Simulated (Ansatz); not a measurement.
# W, pressure series

The reference is W in the bcc (W type) structure (space group Im-3m, No. 229; a = 3.169 Å).

Cell and atoms are relaxed at each pressure.

Level of theory: r2SCAN in Ansatz (plane waves to 500 eV, PAW, no spin-orbit coupling).

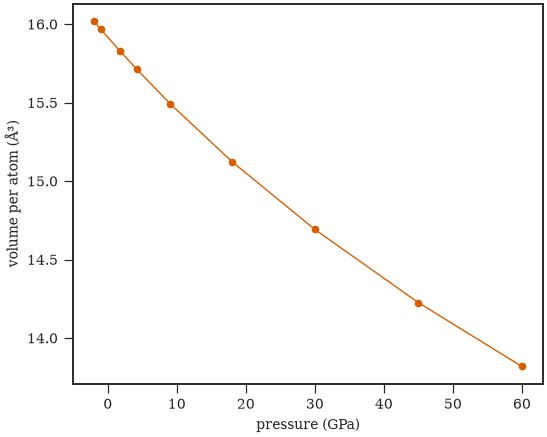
*Volume against pressure*

Question: Estimate the zero-pressure bulk modulus from the plot.

Answer: About 320 GPa; a third-order Birch–Murnaghan fit to the points gives V₀ = 15.92 Å³/atom, B₀ = 318 GPa and B₀′ = 4.1.

Load acts through the strain it causes; cell and atoms are relaxed under it. Stability against distortions was not tested. Competing high-pressure phases were not computed. All final runs are without spin polarisation.

Ansatz is an electronic-structure program.
